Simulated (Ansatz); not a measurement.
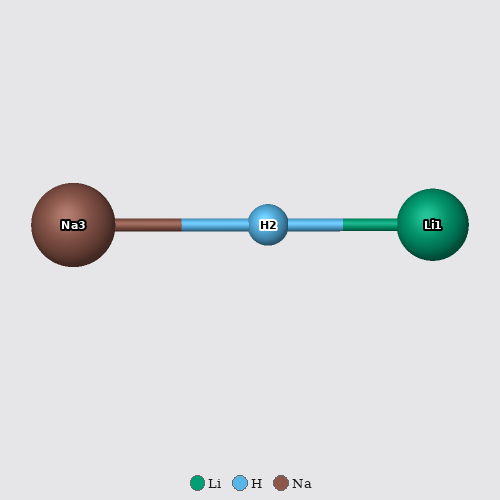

The system is Li + HNa, spin multiplicity 2; the picture shows the reference structure. The first coordinate is: distance Li1–H2; the second: distance H2–Na3. Nothing is relaxed (the angle Li1–H2–Na3 is fixed at 180 degrees). The grid has 9 × 9 points. All energies are given in kcal/mol relative to Li far from the relaxed HNa (each part in its own basis). Energies and slopes of some neighbouring points disagree (a jump in structure or state, or too coarse a mesh). The D4 coefficients can switch as the alkali atoms part, which puts small steps into the map. Method: Ansatz, UKS PBE-D4/aug-cc-pVTZ.

Its coordinates:

```xyz
3

Li   -1.6680    0.0000    0.0000
H     0.0000    0.0000    0.0000
Na    1.9720    0.0000    0.0000
```

Range: distance Li1–H2 from 1.272 to 3.672 Å; distance H2–Na3 from 1.576 to 3.976 Å.

> Predict the map.

The lowest grid point is at distance Li1–H2 = 1.668 Å, distance H2–Na3 = 1.972 Å, −26.2 kcal/mol from Li far from the relaxed HNa (each part in its own basis). The highest grid point, distance Li1–H2 = 3.672 Å, distance H2–Na3 = 3.976 Å, lies 51.7 kcal/mol above the lowest.

| distance H2–Na3 ↓, distance Li1–H2 → | 1.272 | 1.433 | 1.668 | 1.943 | 2.247 | 2.575 | 2.923 | 3.290 | 3.672 |
| --- | --- | --- | --- | --- | --- | --- | --- | --- | --- |
| 3.976 | −2.8 | −12.0 | −14.2 | −9.9 | −5.3 | 3.7 | 12.6 | 20.0 | 25.5 |
| 3.594 | −4.3 | −13.5 | −15.7 | −12.0 | −8.5 | 0.0 | 8.5 | 15.7 | 21.0 |
| 3.227 | −6.2 | −15.4 | −18.0 | −15.0 | −12.6 | −4.7 | 3.3 | 10.0 | 15.2 |
| 2.879 | −8.5 | −18.0 | −21.1 | −18.8 | −17.6 | −10.3 | −2.8 | 3.4 | 8.1 |
| 2.551 | −11.0 | −20.9 | −24.5 | −22.4 | −22.3 | −15.5 | −8.6 | −3.1 | 1.1 |
| 2.247 | −11.3 | −21.5 | −25.8 | −24.1 | −21.4 | −15.9 | −10.1 | −5.5 | −2.2 |
| 1.972 | −11.6 | −21.9 | −26.2 | −24.3 | −21.4 | −15.9 | −10.9 | −7.0 | −4.4 |
| 1.737 | −7.3 | −17.9 | −22.5 | −20.7 | −18.4 | −13.4 | −8.8 | −5.3 | −2.9 |
| 1.576 | 0.9 | −10.0 | −14.8 | −13.3 | −11.3 | −6.6 | −2.3 | 1.1 | 3.4 |

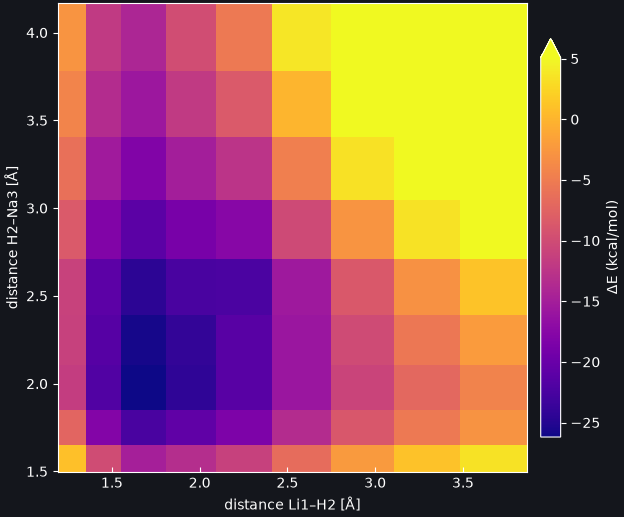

Drawn: one coloured cell a grid point, one colour for all values above the top of the scale.

The whole map (81 points run) took 14 min on 1 thread of Arm Neoverse V1 (shared host).
